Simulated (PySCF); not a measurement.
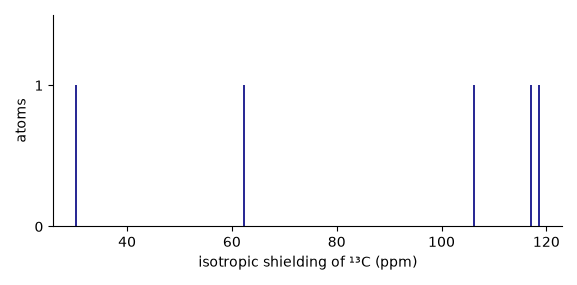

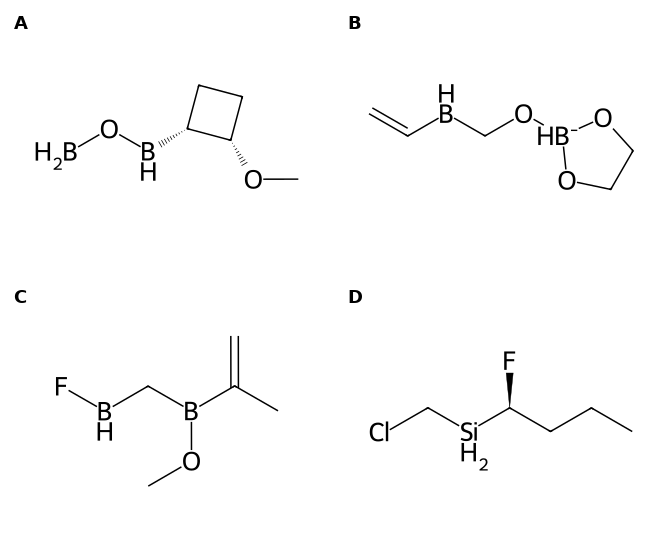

The sticks are computed shieldings of one of the molecules, for one fixed geometry (GFN2-xTB) without averaging over rotations. Low shielding means a high chemical shift. Method: GIAO PBE0/pcSseg-1 NMR shielding, non-relativistic, gas phase (PySCF 2.14.0).

Match the spectrum to a structure.

B, `C=CBCO[BH-]1OCCO1`. Its 5 C atoms give lines at 30.3, 62.4, 106.2, 117.1, 118.6 ppm.

The geometry is semi-empirical. Around B, Si such bond lengths and angles can be off by a tenth of an ångström or more and by several degrees, and values that hang on the shape move with them.
